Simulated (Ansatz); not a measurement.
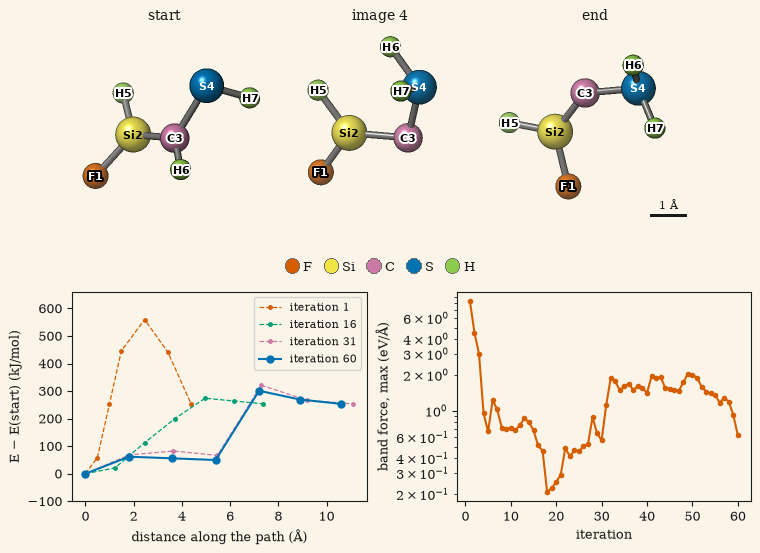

A search for the minimum-energy path of CH$_{3}$FSSi by the nudged elastic band. Images are numbered from 0 (start) to 6 (end). The plot follows the band through its iterations. Style: ball-and-stick. Shown at a tilt.

Method: UKS B3LYP-D4/def2-SVP in Ansatz 0.2.0. Run with 5 movable images; climbing image; force threshold 0.05 eV/Å; iteration limit 60; starting path through a guess of the saddle point.

> Did the band converge, and can the barrier be trusted?

The result isn't final. The band hadn't converged when the run stopped after 60 iterations. The largest component of the band force went from 8.3 to 0.62 eV/Å. The barrier read from it is provisional: over the last two iterations the highest image moved from 319.6 kJ/mol to 301.1 kJ/mol. The first iteration put the highest image at 559.7 kJ/mol. Forward barrier 301.1 kJ/mol, backward barrier 47.6 kJ/mol, with image 4 at the top; the reaction energy is +253.5 kJ/mol.
